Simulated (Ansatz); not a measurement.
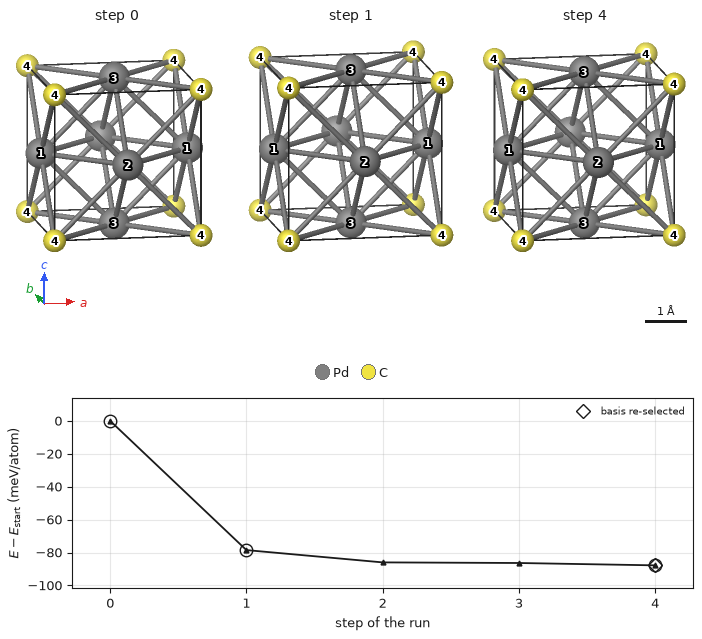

Frames of a relaxation of solid Pd₃C (built on the Cu3Au (L1_2)_221 type) (coarse preliminary run), marked on the history of the run. Style: ball-and-stick. Shown: the cell of the calculation, slightly off an axis.

Case: Cu3Au (L1_2) type (Pm-3m, No. 221).

The calculation used DFT PBE, scalar-relativistic, plane waves, PAW (Ansatz 0.2.0). Settings: plane-wave cutoff 420 eV; k-point mesh 6 × 6 × 6; occupations gaussian; smearing width 0.1 eV; no spin polarisation; cell and atoms relaxed; force threshold 0.04 eV/Å; at most 70 steps.

Q: What happens along the run?

A: No atom moves by more than 0.005 Å relative to the cell. The drawn cell changes as follows: a = b = c 3.664 → 3.793 Å (+3.5 %); the volume changes by +11.0 %. Some distances before and after: Pd1–C4 2.591 → 2.682 Å, Pd1–Pd2 2.591 → 2.682 Å. The space group stays Pm-3m (No. 221). Over 3 accepted moves (4 points after the start) the energy falls by 87.8 meV per atom. All forces vanish by symmetry, so only the cell relaxes. The pressure goes from 23.15 to 0.04 GPa. The SCF was repeated once at an unchanged geometry on a basis and grid sized afresh for the cell, which shifted the energy by 1.4 meV per atom at most. Cost: 9.3 s on 1 thread of Intel(R) Xeon(R) Platinum 8375C CPU @ 2.90GHz (Ice Lake), with other jobs on the host, peak memory 0.38 GiB. From step 0 to 1: volume +14.6 %, energy −78.5 meV per atom. From step 1 to 4: volume −3.2 %, energy −9.3 meV per atom.

```tsv
step	E − E(0), meV/atom	pressure, GPa	volume, Å³/atom	note
0	0.00	23.15	12.294	
1	-78.53	-5.12	14.093	
2	-86.01	-1.07	13.729	
3	-86.38	-0.03	13.645	
4	-87.81	0.04	13.645	same geometry, new basis
```
